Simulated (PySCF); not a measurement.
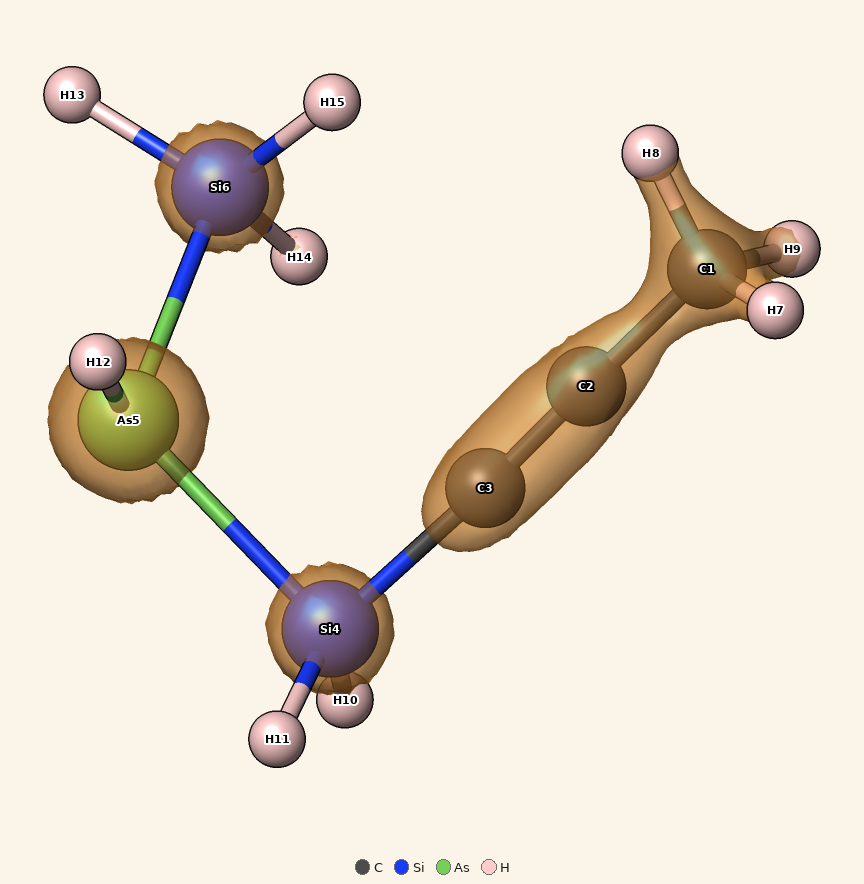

*C$_{3}$H$_{9}$AsSi$_{2}$ (SMILES CC#C[SiH2][AsH+][SiH3]) (charge +1, doublet). Isosurface of the electron density at 1.5 e/Å³ (orange), seen at a tilt.*

Geometry: B3LYP-D3(BJ)/def2-SVP.

Computed with DFT single point, gas phase, functional B3LYP in PySCF 2.14.0, density-fitted response routines.

Input

```
{"job": {"kind": "sp", "xc": "B3LYP", "basis": "ma-def2-SVP", "d3": "d3bj", "grid": 2}, "charge": 1, "multiplicity": 2}
C      1.877350    -1.987663    -0.591378
C      1.422203    -0.615681    -0.556135
C      1.055061     0.556513    -0.537402
Si     0.433566     2.242847    -0.492950
As    -1.832011     1.527256    -0.018621
Si    -1.960612    -0.172285     1.685829
H      2.504764    -2.160908    -1.481561
H      1.018451    -2.678493    -0.646102
H      2.465143    -2.232239     0.307874
H      0.853276     3.038765     0.679601
H      0.405168     2.960264    -1.784649
H     -2.325991     0.864211    -1.288976
H     -3.392515    -0.223722     2.060188
H     -1.073394     0.339470     2.755793
H     -1.471807    -1.418552     1.048149
```

Command:

```sh
OMP_NUM_THREADS=1 python redox_run.py task.json out
```

What does this surface tell about the bonding?

Answer. At this value the surface falls into ten separate pieces. It bridges the sampled C–C (1.23 Å) and C–H (1.10 Å) contacts, where the density stays above the isovalue. It is pinched off along the sampled C–Si (1.80 Å) and Si–As (2.41 Å) contacts. On the grid the lowest density along these lines, outside the cores, is 2.6 e/Å³ (C–C, 1.23 Å), 0.84 e/Å³ (C–Si, 1.80 Å), 0.51 e/Å³ (Si–As, 2.41 Å) and 1.8 e/Å³ (C–H, 1.10 Å).
